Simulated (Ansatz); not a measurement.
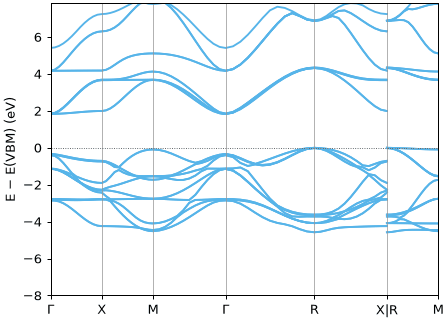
Band structure from PBE with spin–orbit coupling in the plane-wave PAW code Ansatz

**Question.** Read off the gap and where the band edges lie.

**Answer.** About 1.8 eV (1.83 eV by a search for the band edges); maximum at R, minimum at Γ.

The material is SrTiO3 (cubic perovskite, Pm-3m).

The PBE relaxation kept the symmetry of its start. No spin polarisation was allowed.

Potentials: the earlier of the program's two PAW sets.
